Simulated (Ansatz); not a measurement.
Start from NiO in the rock salt structure (space group Fm-3m, No. 225; a = 4.189 Å; ferromagnetic).

One thing is altered: every lattice vector is shortened by 3.22 %, atoms relaxed at fixed cell.

The values are results of Kohn–Sham DFT with the r2SCAN functional, run in Ansatz (a program for electronic structure) with PAW and 500 eV plane waves, no SOC, not measurements.

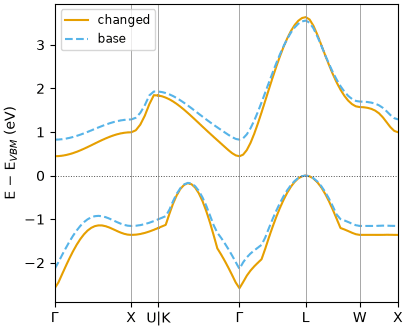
*Highest valence and lowest conduction band along the path, each from its own valence-band maximum*

Task: From the figure, how large is the changed gap, and is it direct?

Result: About 0.4 eV, indirect, L → Γ.

The cells carry an imposed strain or load. No phonon test of stability was made. No Hubbard U is applied and the magnetic state is the run's own (NiO ferromagnetic); other magnetic orders, which need larger cells, were not tried and can change the gap. Where the two band edges lie in opposite spin channels, the gap is a spin-flip gap. In its common phase, real NiO is an antiferromagnetic insulator at low temperature.
